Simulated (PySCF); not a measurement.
**Two runs on C7H10Si**

System: C7H10Si.
Method of run A: GIAO KT2/pcSseg-1 NMR shielding, non-relativistic, IEF-PCM chloroform (PySCF 2.14.0).

The geometry comes from this level: GFN2-xTB. Text and figures count atoms from 1; the logs count them from 0 in places.

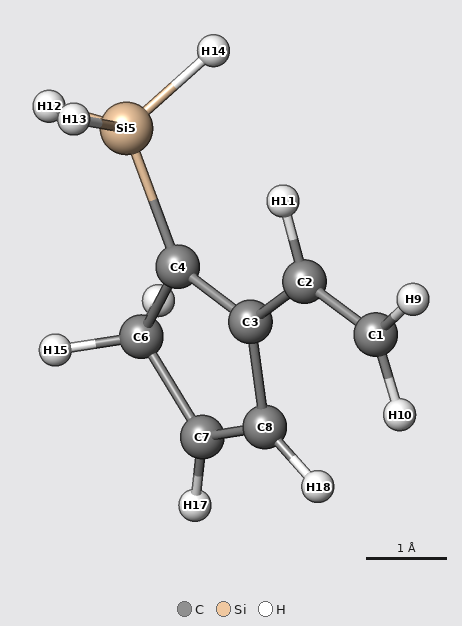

Figure 1. The structure (ball-and-stick view, seen at a tilt; atoms are numbered from 1 in the order of the input). Bond lengths as drawn: C–C 1.33 to 1.50 Å, C–H 1.07 to 1.09 Å, C–Si 1.87 Å and H–Si 1.47 Å.

## Input, run A
```
{"job": {"xc": "KT2", "basis": "pcSseg-1", "solvent": "chloroform", "kind": "nmr", "pop": false}, "charge": 0, "multiplicity": 1}
C      2.923445     0.211514     0.051380
C      1.662518     0.628949     0.099898
C      0.492282    -0.202439    -0.065889
C     -0.797126     0.236674    -0.018091
Si    -1.436519     1.968733     0.273141
C     -1.703311    -0.937728    -0.241389
C     -0.759610    -2.077090    -0.414872
C      0.499250    -1.635284    -0.311446
H      3.748025     0.891264     0.183080
H      3.183349    -0.819052    -0.120857
H      1.449878     1.676642     0.275871
H     -2.901163     1.916957     0.237090
H     -1.003605     2.465161     1.583565
H     -0.961334     2.880538    -0.772686
H     -2.377393    -1.089543     0.605017
H     -2.333528    -0.792028    -1.122116
H     -1.084414    -3.086385    -0.594021
H      1.390496    -2.230566    -0.392875
```

The first line tells a small driver script what to run in PySCF; the rest is the geometry in Å.

Launched with:
```bash
OMP_NUM_THREADS=1 python <driver script> task.json out
```

Hardware: 1 CPU thread, shared host.

## Output (run A)
```
coarse grid: 15432 points
cycle   1  E = -569.4953267158  dE =  8.851e-01  |g| = 5.113e-01  |ddm| = 4.141e+00
cycle   2  E = -569.4346292034  dE =  6.070e-02  |g| = 6.935e-01  |ddm| = 1.306e+00
cycle   3  E = -569.5695235168  dE = -1.349e-01  |g| = 1.054e-01  |ddm| = 9.134e-01
cycle   4  E = -569.5714618180  dE = -1.938e-03  |g| = 6.292e-02  |ddm| = 1.776e-01
cycle   5  E = -569.5725671041  dE = -1.105e-03  |g| = 1.845e-02  |ddm| = 7.999e-02
cycle   6  E = -569.5726600826  dE = -9.298e-05  |g| = 5.057e-03  |ddm| = 2.267e-02
cycle   7  E = -569.5726652140  dE = -5.131e-06  |g| = 2.270e-03  |ddm| = 6.319e-03
final grid: 144104 points
cycle   8  E = -569.5946734528  dE = -2.273e-04  |g| = 1.775e-02  |ddm| = 1.016e-01
cycle   9  E = -569.5945359259  dE =  1.375e-04  |g| = 2.698e-02  |ddm| = 4.774e-02
cycle  10  E = -569.5947318529  dE = -1.959e-04  |g| = 7.379e-03  |ddm| = 3.707e-02
cycle  11  E = -569.5947455256  dE = -1.367e-05  |g| = 1.761e-03  |ddm| = 7.741e-03
cycle  12  E = -569.5947462851  dE = -7.595e-07  |g| = 4.578e-04  |ddm| = 2.145e-03
cycle  13  E = -569.5947463391  dE = -5.397e-08  |g| = 1.680e-04  |ddm| = 6.116e-04
cycle  14  E = -569.5947463463  dE = -7.221e-09  |g| = 6.883e-05  |ddm| = 2.156e-04
cycle  15  E = -569.5947463475  dE = -1.216e-09  |g| = 1.458e-05  |ddm| = 6.942e-05
cycle  16  E = -569.5947463476  dE = -5.332e-11  |g| = 5.215e-06  |ddm| = 1.747e-05
converged SCF energy = -569.5947463476

GIAO shielding tensors (ppm)
atom      isotropic    diamagn.    paramagn.     s11        s22        s33       span
  0 C       73.197     254.716    -181.519    -20.060     73.645    166.006    186.066
  1 C       56.012     253.677    -197.665    -46.928     62.765    152.199    199.128
  2 C       33.618     257.704    -224.086    -55.613     29.181    127.286    182.899
  3 C       55.729     257.153    -201.424    -15.185     26.664    155.708    170.893
  4 Si     451.828     885.882    -434.055    424.227    446.366    484.890     60.663
  5 C      132.383     254.276    -121.893    118.400    125.956    152.793     34.393
  6 C       47.436     256.790    -209.354    -44.332     34.732    151.908    196.240
  7 C       59.980     251.010    -191.030    -33.956     61.696    152.200    186.156
  8 H       26.040      28.067      -2.027     24.295     24.650     29.176      4.881
  9 H       25.814      32.897      -7.083     23.771     23.984     29.687      5.916
 10 H       24.739      33.767      -9.028     21.626     22.882     29.708      8.082
 11 H       27.406      29.393      -1.988     23.652     26.817     31.749      8.097
 12 H       27.113      30.059      -2.945     23.697     25.463     32.180      8.483
 13 H       27.111      30.005      -2.895     23.701     25.449     32.183      8.482
 14 H       28.039      29.814      -1.774     23.185     27.464     33.469     10.283
 15 H       28.039      29.690      -1.651     23.195     27.437     33.484     10.290
 16 H       24.594      31.215      -6.621     23.373     24.597     25.811      2.438
 17 H       24.413      33.762      -9.349     21.911     23.827     27.502      5.590
```

The input of run B differs as follows (lines with − go, lines with + come):
```diff
-"xc": "KT2"
+"xc": "PBE0"
-"solvent": "chloroform"
```

Predict how the results change.

The total energies belong to different models, so their difference says nothing on which is more stable or more accurate. The HOMO goes from −5.34 to −6.30 eV. The LUMO goes from −2.06 to −1.26 eV. The dipole moment goes from 1.05 to 0.85 D. Of all shieldings, the largest change is that of Si5, by −13.9 ppm. The functional changes from KT2 to PBE0. The SCF takes 14 iterations against 16.

## Output (run B)
```
coarse grid: 15432 points
cycle   1  E = -561.6033691371  dE =  1.111e+00  |g| = 3.983e-01  |ddm| = 4.060e+00
cycle   2  E = -561.5996371887  dE =  3.732e-03  |g| = 4.233e-01  |ddm| = 9.456e-01
cycle   3  E = -561.6475919387  dE = -4.795e-02  |g| = 5.682e-02  |ddm| = 5.398e-01
cycle   4  E = -561.6480348239  dE = -4.429e-04  |g| = 3.894e-02  |ddm| = 9.363e-02
cycle   5  E = -561.6484127980  dE = -3.780e-04  |g| = 1.013e-02  |ddm| = 4.353e-02
cycle   6  E = -561.6484382630  dE = -2.547e-05  |g| = 2.848e-03  |ddm| = 1.230e-02
cycle   7  E = -561.6484400594  dE = -1.796e-06  |g| = 7.689e-04  |ddm| = 2.730e-03
final grid: 144104 points
cycle   8  E = -561.6960114157  dE = -3.471e-05  |g| = 7.491e-03  |ddm| = 4.857e-02
cycle   9  E = -561.6960056007  dE =  5.815e-06  |g| = 8.880e-03  |ddm| = 1.767e-02
cycle  10  E = -561.6960262466  dE = -2.065e-05  |g| = 1.526e-03  |ddm| = 1.033e-02
cycle  11  E = -561.6960268370  dE = -5.904e-07  |g| = 3.873e-04  |ddm| = 1.791e-03
cycle  12  E = -561.6960268762  dE = -3.922e-08  |g| = 9.932e-05  |ddm| = 5.133e-04
cycle  13  E = -561.6960268785  dE = -2.311e-09  |g| = 2.444e-05  |ddm| = 1.118e-04
cycle  14  E = -561.6960268786  dE = -1.318e-10  |g| = 9.500e-06  |ddm| = 2.797e-05
converged SCF energy = -561.6960268786

GIAO shielding tensors (ppm)
atom      isotropic    diamagn.    paramagn.     s11        s22        s33       span
  0 C       65.219     254.354    -189.135    -41.393     69.418    167.632    209.025
  1 C       47.278     253.059    -205.780    -69.822     55.936    155.721    225.543
  2 C       23.538     258.024    -234.486    -81.557     21.958    130.214    211.771
  3 C       46.111     257.507    -211.396    -38.637     19.146    157.825    196.462
  4 Si     437.975     882.169    -444.193    410.678    432.808    470.439     59.761
  5 C      133.821     251.664    -117.843    120.473    126.653    154.339     33.865
  6 C       38.434     257.034    -218.600    -66.249     29.060    152.489    218.738
  7 C       49.824     251.318    -201.494    -56.833     55.526    150.778    207.611
  8 H       26.039      28.397      -2.358     24.028     24.693     29.397      5.369
  9 H       25.843      32.531      -6.688     23.662     23.875     29.993      6.332
 10 H       24.702      33.261      -8.559     21.668     22.210     30.228      8.559
 11 H       27.540      29.302      -1.762     23.660     26.943     32.017      8.356
 12 H       27.217      29.716      -2.498     23.795     25.588     32.268      8.473
 13 H       27.215      29.675      -2.460     23.800     25.575     32.271      8.471
 14 H       28.393      30.040      -1.646     23.534     27.748     33.899     10.365
 15 H       28.393      29.942      -1.548     23.546     27.720     33.914     10.368
 16 H       24.674      31.240      -6.567     23.508     24.432     26.081      2.573
 17 H       24.486      33.335      -8.849     22.094     23.353     28.011      5.917
```

## The two runs side by side

| quantity | run A | run B |
| --- | --- | --- |
| outcome | converged | converged |
| total energy (hartree) | −569.594746 | −561.696027 |
| HOMO (eV) | −5.34 | −6.30 |
| LUMO (eV) | −2.06 | −1.26 |
| dipole moment (D) | 1.05 | 0.85 |
| shielding of C1 (ppm) | 73.2 | 65.2 |
| shielding of C2 (ppm) | 56.0 | 47.3 |
| shielding of C3 (ppm) | 33.6 | 23.5 |
| shielding of C4 (ppm) | 55.7 | 46.1 |
| shielding of Si5 (ppm) | 451.8 | 438.0 |
| shielding of C7 (ppm) | 47.4 | 38.4 |
| shielding of C8 (ppm) | 60.0 | 49.8 |
| SCF iterations | 16 | 14 |
| basis functions | 193 | 193 |
| wall time (shared host) | 14 s | 15 s |
